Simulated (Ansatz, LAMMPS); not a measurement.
# Amorphous polyacrylonitrile (as short chains C14N4H18) at 400 K (108 atoms): a single point

What does DFT give for amorphous polyacrylonitrile (as short chains C14N4H18) at 400 K (108 atoms) as built?

Program: Ansatz 0.2.0. Level of theory: Kohn-Sham DFT, PBE+D3(BJ), PAW (set soft_2), plane waves. Results are calculated unless marked as measured.

### 1. Starting point

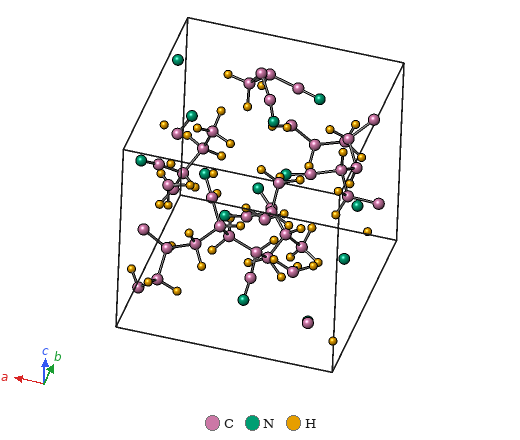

Start, viewed from a free direction; carbon pink, nitrogen teal, hydrogen orange. Bonds to atoms that aren't drawn are left out. Some periodic images of atoms are drawn too.

The cell holds 108 atoms: 42 C, 12 N and 54 H. Cell: a = 10.456 Å, b = 10.456 Å, c = 10.456 Å, α = 90.0°, β = 90.0°, γ = 90.0°. 3 polyacrylonitrile chains of 4 units with methyl end groups placed at random, at 1.06 g/cm³; overlaps pushed apart, then 20 ps at 800 K with MMFF94 bonds, angles, torsions, charges and radii (Halgren, J. Comput. Chem. 17, 490 (1996)) in harmonic and 12-6 forms. Snapshot after 30 ps at 400 K and fixed volume.

Limits known from the start: The network of contacts between molecules at the start is that of the classical potential that made the cell, and needn't be the one that DFT or experiment would give. The density was typed from a rule of thumb and may lie off the real one at this temperature. The Brillouin zone is sampled at Γ only, in a cell whose shortest periodic width is 10 Å.

### 2. How the cell was made

A classical potential supplies the starting structure, since it reaches far longer times than DFT.

This step: classical MD, MMFF94 bonds, angles, torsions, charges and radii (Halgren, J. Comput. Chem. 17, 490 (1996)) in harmonic and 12-6 forms; charges of ions scaled by 0.8 (LAMMPS 22 Jul 2025 - Update 4).

The input, in.lmp:

```
# amorphous polyacrylonitrile
units real
atom_style full
boundary p p p
bond_style harmonic
angle_style harmonic
dihedral_style opls
improper_style harmonic
special_bonds lj 0 0 0.5 coul 0 0 0.75
read_data data.lmp
neigh_modify delay 0 every 1 check yes one 4000
comm_modify cutoff 12.0
timestep 0.5
thermo_style custom step time temp pe press density
thermo_modify norm yes
# push overlapping molecules apart
pair_style soft 2.6
pair_coeff * * 0.0
variable a equal ramp(1,60)
fix ad all adapt 1 pair soft a * * v_a
velocity all create 800 652225 mom yes dist gaussian
fix lim all nve/limit 0.03
fix lan all langevin 800 800 50 652226 zero yes
thermo 1000
run 3000 post no
unfix ad
pair_style lj/cut/coul/long 9.0
pair_modify mix arithmetic tail yes
pair_coeff 1 1 0.0678 3.3680   # C
pair_coeff 2 2 0.0678 3.5530   # C
pair_coeff 3 3 0.0721 3.3270   # N
pair_coeff 4 4 0.0216 2.5400   # H
kspace_style pppm 1.0e-4
thermo 100
# [... 16 lines left out ...]
compute msd all msd com yes
thermo 7500
fix md all nvt temp 400 400 100
run 30000 post no
print "== T400: mean square displacement over the hold $(c_msd[4]:%.2f) A^2"
unfix md
uncompute msd
write_dump all custom T400.dump id type xs ys zs modify sort id
```

Launch:

```sh
lmp -in in.lmp -log none -nocite
```

Numbers of over 12 decimals in the logs are rounded to 6 here.

Output:

```text
LAMMPS (22 Jul 2025 - Update 4)
Reading data file ...
  orthogonal box = (0 0 0) to (10.45608 10.45608 10.45608)
  108 atoms
  orthogonal box = (0 0 0) to (10.45608 10.45608 10.45608)
  105 bonds
  192 angles
  243 dihedrals
   Step          Time           Temp          PotEng         Press         Density
         0   0              800            0.60562027    -10362.182      1.0559993
      1000   500            610.88595      2.4593844      10401.167      1.0559993
      2000   1000           617.65976      2.4841145      36101.075      1.0559993
      3000   1500           580.43189      2.1916858      21464.595      1.0559993
WARNING: Bond/angle/dihedral extent > half of periodic box length
Loop time of 0.264396 s on 1 MPI rank(s) for 3000 steps with 108 atoms
PPPM initialization ...
  G vector (1/distance) = 0.2753705
  grid = 5 5 5
  estimated relative force accuracy = 3.3087274e-05
WARNING: Bond/angle/dihedral extent > half of periodic box length
   Step          Time           Temp          PotEng         Press         Density
      3000   1500           580.43189      1.8847646      24711.473      1.0559993
      3100   1550           580.43189     -0.68487049     15111.888      1.0559993
[... 12 lines left out ...]
      2000   1000           591.82312      1.1529951      17964.725      1.0559993
WARNING: Bond/angle/dihedral extent > half of periodic box length
Loop time of 0.701608 s on 1 MPI rank(s) for 2000 steps with 108 atoms
WARNING: Bond/angle/dihedral extent > half of periodic box length
   Step          Time           Temp          PotEng         Press         Density
      2000   1000           591.82312      1.1529951      17964.725      1.0559993
[... 5 lines left out ...]
WARNING: Bond/angle/dihedral extent > half of periodic box length
Loop time of 7.73214 s on 1 MPI rank(s) for 20000 steps with 108 atoms
WARNING: Bond/angle/dihedral extent > half of periodic box length
   Step          Time           Temp          PotEng         Press         Density
[... 4 lines left out ...]
Loop time of 7.54112 s on 1 MPI rank(s) for 20000 steps with 108 atoms
   Step          Time           Temp          PotEng         Press         Density
[... 2 lines left out ...]
     52500   51500          415.79695      0.065059928    11334.069      1.0559993
     60000   59000          339.10772      0.084574263   -2451.2746      1.0559993
     67500   66500          372.96992      0.22939242     11724.419      1.0559993
     72000   71000          407.7116       0.33461588     19428.274      1.0559993
WARNING: Bond/angle/dihedral extent > half of periodic box length
Loop time of 10.9514 s on 1 MPI rank(s) for 30000 steps with 108 atoms
== T400: mean square displacement over the hold 0.54 A^2
```

The job ended after 28 s (1 thread of Arm Neoverse V2, shared host; peak memory 0.13 GiB).

The input also reads data.lmp (atoms, bonds and types; not printed here).

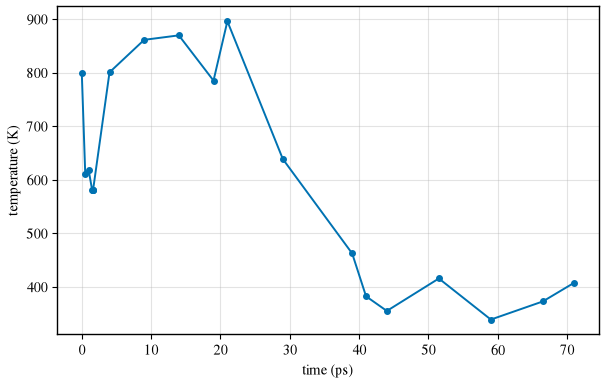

Temperature, plotted against time.

### 3. Plane-wave single point

One self-consistent run at the given positions yields energy and forces.

The input, input.yaml:

```yaml
crystal:
  lattice:
    - [10.45608, 0.0, 0.0]
    - [0.0, 10.45608, 0.0]
    - [0.0, 0.0, 10.45608]
  atoms:
    - { symbol: C, position: [0.91725, 0.04382, 0.21168] }
    - { symbol: C, position: [0.86652, 0.17398, 0.17376] }
    - { symbol: C, position: [0.85108, 0.25633, 0.29244] }
    - { symbol: C, position: [0.97858, 0.32112, 0.31686] }
    - { symbol: "N", position: [0.06962, 0.38151, 0.33819] }
    - { symbol: C, position: [0.74833, 0.35814, 0.26669] }
    - { symbol: C, position: [0.64892, 0.3952, 0.36354] }
    - { symbol: C, position: [0.70563, 0.44856, 0.47126] }
    - { symbol: "N", position: [0.74963, 0.47595, 0.57318] }
    - { symbol: C, position: [0.57413, 0.27997, 0.41259] }
    - { symbol: C, position: [0.44468, 0.27358, 0.35859] }
    - { symbol: C, position: [0.45999, 0.24814, 0.23066] }
    - { symbol: "N", position: [0.47925, 0.21613, 0.1249] }
    - { symbol: C, position: [0.36416, 0.17277, 0.42455] }
    - { symbol: C, position: [0.29636, 0.20983, 0.54663] }
    - { symbol: C, position: [0.37194, 0.22879, 0.65937] }
    - { symbol: "N", position: [0.44176, 0.24846, 0.73917] }
    - { symbol: C, position: [0.19105, 0.10136, 0.58205] }
    - { symbol: H, position: [0.00796, 0.01809, 0.16095] }
    - { symbol: H, position: [0.94975, 0.03619, 0.31367] }
    - { symbol: H, position: [0.84212, 0.96253, 0.18884] }
    - { symbol: H, position: [0.92352, 0.23231, 0.10044] }
    - { symbol: H, position: [0.76766, 0.15213, 0.14825] }
    - { symbol: H, position: [0.81162, 0.18449, 0.36903] }
    - { symbol: H, position: [0.80329, 0.44803, 0.24649] }
    - { symbol: H, position: [0.70594, 0.32253, 0.1774] }
    - { symbol: H, position: [0.57557, 0.47162, 0.32833] }
    - { symbol: H, position: [0.62612, 0.19289, 0.38521] }
    - { symbol: H, position: [0.5721, 0.2783, 0.51658] }
    - { symbol: H, position: [0.38975, 0.36174, 0.37608] }
    - { symbol: H, position: [0.43041, 0.08938, 0.44243] }
    - { symbol: H, position: [0.28927, 0.13935, 0.35958] }
    - { symbol: H, position: [0.25099, 0.29577, 0.52592] }
    - { symbol: H, position: [0.15859, 0.13765, 0.67167] }
    - { symbol: H, position: [0.21529, 0.00418, 0.59145] }
    - { symbol: H, position: [0.11432, 0.10493, 0.51197] }
    - { symbol: C, position: [0.70276, 0.40098, 0.87908] }
    - { symbol: C, position: [0.70667, 0.2657, 0.88399] }
    - { symbol: C, position: [0.77673, 0.20318, 0.77303] }
    - { symbol: C, position: [0.90355, 0.25546, 0.75088] }
    - { symbol: "N", position: [0.99794, 0.30295, 0.71336] }
    - { symbol: C, position: [0.78102, 0.06339, 0.78654] }
    - { symbol: C, position: [0.64978, 0.99382, 0.7794] }
    - { symbol: C, position: [0.60164, 0.98032, 0.65239] }
    - { symbol: "N", position: [0.57878, 0.97258, 0.54149] }
    - { symbol: C, position: [0.66665, 0.85912, 0.81917] }
    - { symbol: C, position: [0.5644, 0.82216, 0.92279] }
    - { symbol: C, position: [0.43507, 0.83499, 0.86826] }
    - { symbol: "N", position: [0.33893, 0.85076, 0.82014] }
    - { symbol: C, position: [0.57979, 0.89444, 0.04785] }
    - { symbol: C, position: [0.53068, 0.81994, 0.15749] }
    - { symbol: C, position: [0.61343, 0.71027, 0.19299] }
    - { symbol: "N", position: [0.69649, 0.64725, 0.22383] }
    - { symbol: C, position: [0.52229, 0.89712, 0.26706] }
    - { symbol: H, position: [0.62639, 0.42837, 0.81008] }
    - { symbol: H, position: [0.78686, 0.45134, 0.84] }
    - { symbol: H, position: [0.67811, 0.44064, 0.97222] }
    - { symbol: H, position: [0.61069, 0.22773, 0.89454] }
    - { symbol: H, position: [0.77304, 0.23579, 0.96306] }
    - { symbol: H, position: [0.72488, 0.22587, 0.69034] }
    - { symbol: H, position: [0.83378, 0.03903, 0.87924] }
    - { symbol: H, position: [0.83249, 0.03314, 0.70988] }
    - { symbol: H, position: [0.57524, 0.04403, 0.82837] }
    - { symbol: H, position: [0.76238, 0.84506, 0.85642] }
    - { symbol: H, position: [0.65098, 0.7855, 0.74621] }
    - { symbol: H, position: [0.57191, 0.71793, 0.93633] }
    - { symbol: H, position: [0.5136, 0.97529, 0.03714] }
    - { symbol: H, position: [0.67815, 0.93261, 0.05949] }
    - { symbol: H, position: [0.44141, 0.79321, 0.1254] }
    - { symbol: H, position: [0.61944, 0.94699, 0.2797] }
    - { symbol: H, position: [0.44421, 0.96588, 0.25274] }
    - { symbol: H, position: [0.50182, 0.83308, 0.35312] }
    - { symbol: C, position: [0.34674, 0.5455, 0.07214] }
    - { symbol: C, position: [0.36045, 0.46654, 0.95263] }
    - { symbol: C, position: [0.2316, 0.40203, 0.92428] }
    - { symbol: C, position: [0.1997, 0.29164, 0.01021] }
    - { symbol: "N", position: [0.17867, 0.21113, 0.08435] }
    - { symbol: C, position: [0.11838, 0.49602, 0.90145] }
    [... 24 atom lines left out ...]
    - { symbol: H, position: [0.20579, 0.737, 0.41967] }
    - { symbol: H, position: [0.17246, 0.58753, 0.40713] }
    - { symbol: H, position: [0.94628, 0.61788, 0.47375] }
    - { symbol: H, position: [0.88861, 0.74744, 0.27189] }
    - { symbol: H, position: [0.06086, 0.72745, 0.23616] }
    - { symbol: H, position: [0.94291, 0.58926, 0.26356] }
kpoints:
  mp_grid: { grid: [1, 1, 1] }
hamiltonian:
  xc: pbe
  dispersion: d3bj
scf:
  occupations: { method: fixed }
output:
  forces: true
  stress: true
  populations: true
  dos:
    method: { smearing: { sigma: 0.08 } }
    de: 0.1
    projected: { site_lists: { C: [C], H: [H], "N": ["N"] } }
  eigenvalues: true
  write_density: true
  write_potential: true
  volumetric_format: npy
```

Launch:

```sh
ansatz run input.yaml --threads 8 --pin off --max-ram 15872MiB --backend cpu --events-out ev --progress --plain --runs-dir out
```

Output:

```text
Engine: ansatz 0.2.0, aarch64-unknown-linux-gnu
Pseudopotentials: kind: paw
Pseudopotential: C, paw, valence charge 4, recommended cutoff 420 eV (normal), C.paw.azcp
Pseudopotential: N, paw, valence charge 5, recommended cutoff 420 eV (normal), N.paw.azcp
Pseudopotential: H, paw, valence charge 1, recommended cutoff 420 eV (normal), H.paw.azcp
Functional definition: PBE
  parameter kappa = 0.804
  parameter beta = 0.066725
  exchange = pbe_x(kappa = kappa, mu = beta*pi^2/3)
  correlation = pbe_c(beta = beta)
Crystal: 108 atoms, lattice volume = 1143.159 Å³
Basis set: ecut = 420 eV, 22335 PW (Γ), exchange–correlation on 144×144×144 points (8 copies of the dense FFT grid, shifted against one another)
Bands: 249, of which v1, the nominal top of the filled ones, is band 141 counted from 1 (140 counted from 0)
Symmetry: 1 space group operations
Space group: P1 (ITA 1), of the structure as read, at distance tolerance 1.0e-4 Å
k-points: 1
Non-local potential: C, projectors of the file, l = 0: 2, l = 1: 2, l = 2: 1
Non-local potential: N, projectors of the file, l = 0: 2, l = 1: 2, l = 2: 1
Non-local potential: H, projectors of the file, l = 0: 2, l = 1: 1
PAW form: soft (Blöchl's): semilocal exchange-correlation on the pseudo side does not see the compensation charge
PAW one-centre angular grid: C, 110 points (default); XC on 64 Gauss nodes
PAW one-centre angular grid: N, 110 points (default); XC on 64 Gauss nodes
PAW one-centre angular grid: H, 110 points (default); XC on 64 Gauss nodes
Initial density: superposition of atomic densities (neutral atoms: chi_scale 0, normalization atom), corrected by the library's trained network
Initial wavefunctions: pseudopotential atomic-orbital guess
Functional: x = pbe(κ = 0.804, μ = 0.219515), c = pbe(β = 0.066725)
SCF iter   1: F=—  HF=-16004.295312 eV  |F-HF|=—  |Δ(HF+E_count)|=         —  Δρ=5.46e-3  dr2=5.00e-1  ethr=1.77e-3  ⟨swp⟩=5.0  Hψ=867  notcnv=0  defer=104
preconditioner: auto → Resta (q_TF=auto, 2.161 Å⁻¹)  ε∞=2.5  [insulator: Δε(μ)=5.907 eV  Ē_g=15.125 eV  n_scr=178 (ndim 8)  ℏωp=18.4 eV  f_vac=0.213  ε∞_Penn≈2.5]
SCF iter   2: F=—  HF=-16004.250706 eV  |F-HF|=—  |Δ(HF+E_count)|=   4.46e-2  Δρ=3.10e-3  dr2=1.24e-1  ethr=1.77e-4  ⟨swp⟩=2.0  Hψ=429  notcnv=0  defer=104
SCF iter   3: F=—  HF=-16004.243779 eV  |F-HF|=—  |Δ(HF+E_count)|=   6.93e-3  Δρ=1.53e-3  dr2=3.70e-2  ethr=4.38e-5  ⟨swp⟩=3.0  Hψ=291  notcnv=0  defer=106
SCF iter   4: F=—  HF=-16004.243928 eV  |F-HF|=—  |Δ(HF+E_count)|=   1.50e-4  Δρ=5.23e-4  dr2=5.87e-3  ethr=1.31e-5  ⟨swp⟩=3.0  Hψ=281  notcnv=0  defer=106
SCF iter   5: F=—  HF=-16004.244240 eV  |F-HF|=—  |Δ(HF+E_count)|=   3.11e-4  Δρ=2.92e-4  dr2=1.37e-3  ethr=2.08e-6  ⟨swp⟩=3.0  Hψ=287  notcnv=0  defer=106
SCF iter   6: F=—  HF=-16004.244115 eV  |F-HF|=—  |Δ(HF+E_count)|=   1.24e-4  Δρ=1.19e-4  dr2=2.14e-4  ethr=4.87e-7  ⟨swp⟩=2.0  Hψ=289  notcnv=0  defer=106
SCF iter   7: F=—  HF=-16004.244096 eV  |F-HF|=—  |Δ(HF+E_count)|=   1.95e-5  Δρ=3.61e-5  dr2=1.95e-5  ethr=7.59e-8  ⟨swp⟩=2.0  Hψ=276  notcnv=0  defer=106
SCF iter   8: F=—  HF=-16004.245116 eV  |F-HF|=—  |Δ(HF+E_count)|=   1.02e-3  Δρ=2.67e-5  dr2=1.02e-5  ethr=6.91e-9  ⟨swp⟩=2.0  Hψ=388  notcnv=0  defer=106
SCF iter   9: F=—  HF=-16004.245115 eV  |F-HF|=—  |Δ(HF+E_count)|=   1.32e-6  Δρ=5.36e-6  dr2=3.50e-7  ethr=3.61e-9  ⟨swp⟩=2.0  Hψ=285  notcnv=0  defer=106
SCF iter  10: F=-16004.245115 eV  HF=-16004.245115 eV  |F-HF|=4.45e-8  |Δ(HF+E_count)|=   1.14e-7  Δρ=2.53e-6  dr2=8.88e-8  ethr=3.55e-11  ⟨swp⟩=22.0  Hψ=2358  notcnv=0
SCF 1 converged in 10 iterations: F = -16004.245115 eV  dr2 = 8.88e-8
  greatest PAW one-centre occupation: 0.847 electrons in one spin orbital (limit 2), on the N atom at site 52 (counted from 0), in its partial waves of l = 0
WARN: The input density's exchange-correlation potential varies sharply where the density is thin. Do not read a vacuum level from v_tot or v_xc, or from such a field of the output density. On a cell that repeats whose density bears no net charge and no dipole along the vacuum's axis use v_es (v_loc + v_h of the components); [...]
SCF converged after 10 iterations
Free energy (F): -16004.245115 eV
Harris-Foulkes:  -16004.245115 eV  (|F-HF|=4.45e-8)
Internal energy: -16004.245115 eV  (E = F + TS)
E sigma→0 (E₀):  -16004.245115 eV
Fermi energy:    -1.730481 eV
--- Per-component energies (eV) ---
  E_band       = -2071.981149
  E_kinetic    = 6118.739970
  E_local      = -18304.044378  (includes V_loc(G=0)·N_el)
  E_nonlocal   = 1820.479737
  E_hartree    = 6434.157560
  E_xc         = -3209.872847
  E_vxc        = -4017.319904  (∫ρ·V_xc dr)
  E_paw        = -5734.063828  (= ΣΔE_a)
  E_vpaw       = -558.077745  (= ΣTr[D̂ρ^β])
  E_aug_tail   = -0.072745  (compensation charges beyond the density's cutoff)
  E_ewald      = -3122.975973
  E_disp       = -6.592611  (pairwise vdW)
  E_smearing   = -0.000000  (= −TS)
  E_closure    = 0.000000  (closes the sum)
  Σ components = -16004.245115   (vs F -16004.245115, Δ=0.00e0)
--- Forces (eV/Å), atoms counted from 1 ---
  atom   1  C      1.02971664    -2.25045468    -0.50894719
  atom   2  C      0.17595673    -0.06265649     0.01293242
  atom   3  C      0.02565908    -0.27374605     1.46532913
  atom   4  C     -1.42307484    -0.69358556     1.08946083
  atom   5  N      0.01304788    -0.28959388    -0.20658545
  atom   6  C      1.39378508     1.52715641    -1.73057658
  atom   7  C     -1.76533866     0.21066920    -0.94438554
  atom   8  C      2.43751492     1.74093387     5.24170975
  atom   9  N     -0.99992171    -0.40862862    -3.02908146
  atom  10  C      1.28441996    -0.36935568     0.91898348
  atom  11  C     -1.92339119     0.85432826     2.38924946
  atom  12  C     -0.04825290    -1.03846675    -4.37098034
  atom  13  N     -0.04635885     0.38702849     0.99632987
  atom  14  C      0.88399580    -2.28543599    -0.07077130
[...]
atom 107  H     -1.08269842    -0.33677294     0.15803305
  atom 108  H      1.06585531     1.81471261     0.23305343
  max |Σ_I F_I| component: 2.10e-4 eV/Å
--- Stress (GPa, compression-positive) ---
        1.623276      -1.846745       0.792289
       -1.846746       4.147185       1.537020
        0.792289       1.537021       5.436522
  P = ⅓ Tr σ = 3.7357 GPa (37.357 kbar)
--- Band table (eV) ---
  k-point 0: bands = ["-18.0760", "-17.9404", "-17.8309", "-17.7988", [... 233 levels ...], "10.4958", "10.5848", "10.6148", "10.6608", "10.7510", "10.7928", "10.8388", "10.8896", "10.9329", "11.0076", "11.0509", "11.1454"]
--- Löwdin populations: 108 sites ---
  site symbol       q [e]
     0      C      4.4325
     1      C      4.2362
     2      C      4.1017
[...]
107      H      0.8285
  spilling = 0.012499 (of n_electrons = 282.000000)
```

Wall time 6 s (8 threads of Arm Neoverse V2, shared host); peak memory 1.2 GiB; 42 s of CPU time.

The program notes that the exchange-correlation potential is rough where the density is thin.

Numbers from this run:

```yaml
free_energy: -16004.2451 eV
free_energy_per_atom: -148.1875 eV/atom
scf_cycles: 10
pressure: 3.736 GPa
r_m_s_force_component: 1.222 eV/Å
longest_force: 6.037 eV/Å
fermi_energy: -1.73 eV
spacing_of_highest_filled_and_lowest_empty_level: 5.788 eV
spilling_of_the_projection: 0.0125
```

Neighbours are counted within 1.34 Å (H-C), 1.85 Å (C-C), 1.62 Å (C-N).

Length of the force by element and coordination:

| element | coordination | atoms | mean length of the force (eV/Å) | spread | least | most |
| --- | --- | --- | --- | --- | --- | --- |
| C | all | 42 | 2.48 | 1.18 | 0.187 | 6.04 |
| C | 2 | 12 | 2.86 | 1.52 | 1.01 | 6.04 |
| C | 4 | 30 | 2.33 | 0.970 | 0.187 | 4.63 |
| H | all | 54 | 1.17 | 0.769 | 0.104 | 3.44 |
| N | all | 12 | 1.84 | 1.31 | 0.315 | 4.32 |

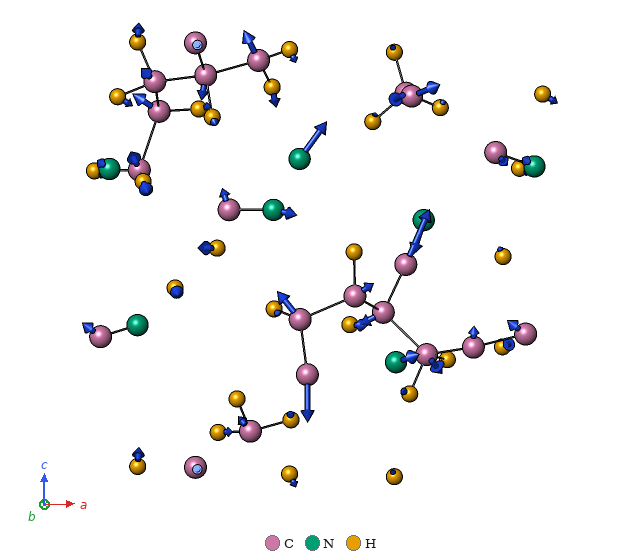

Forces as arrows; the longest in the cell is 6.04 eV/Å. Drawn is a slice 4 Å thick, seen along the normal of the ac plane. Bonds to atoms that aren't drawn are left out.

Löwdin charges by element and coordination (they lack the spilled electrons, 0.033 e an atom on average):

| element | coordination | atoms | mean charge (e) | spread | least | most |
| --- | --- | --- | --- | --- | --- | --- |
| C | all | 42 | -0.113 | 0.221 | -0.455 | 0.217 |
| C | 2 | 12 | 0.204 | 0.0104 | 0.182 | 0.217 |
| C | 4 | 30 | -0.240 | 0.111 | -0.455 | -0.102 |
| H | all | 54 | 0.200 | 0.0233 | 0.142 | 0.243 |
| N | all | 12 | -0.209 | 0.0116 | -0.227 | -0.187 |

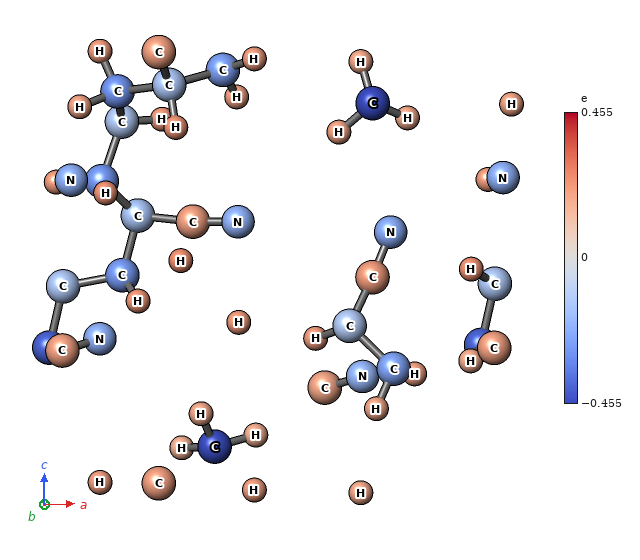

Atoms coloured by Löwdin charge. Drawn is a slice 4 Å thick, seen along the normal of the ac plane. Bonds to atoms that aren't drawn are left out.

[end of part 1 of 2]

[Logs are printed without paths, hosts, clocks, repeated set-up lines and the standing remarks that a program may print on its own settings, such as how far it seeks lower states.]

[Hosts, paths, dates, database ids (printed as entryN), source tags and the programs' standing remarks are cut or masked in the printed files.]

[The MMFF94 radii named for the starting cell were scaled by 0.96; in molecules described by MMFF94, hydrogen bound to N, O or S took a small fixed 12-6 site in their place.]
